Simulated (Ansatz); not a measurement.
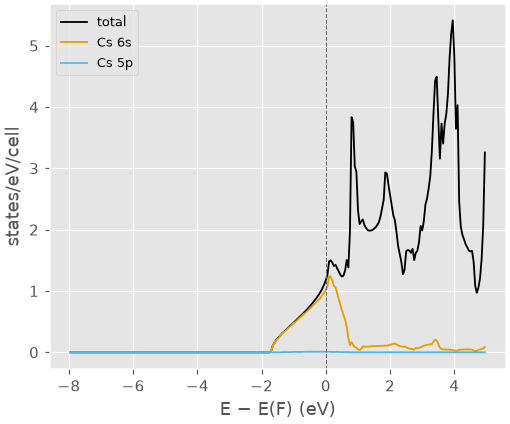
Figure. Total and projected density of states of Cs (bcc (W type), Im-3m), the program Ansatz at the r²SCAN level (PAW)

**Question.** Which orbitals carry the states next to the Fermi level?

**Answer.** Within 0.5 eV of the Fermi level: Cs 6s 81 %, outside the projected shells 18 %. Projections are on Löwdin-orthogonalised atomic valence shells; empty p or d shells of many metals are not among them.

The r²SCAN relaxation kept the symmetry of its start; phonons on a q-mesh show no instability. Spin–orbit coupling is left out wherever it is not named.

Potentials: the later of the program's two PAW sets.
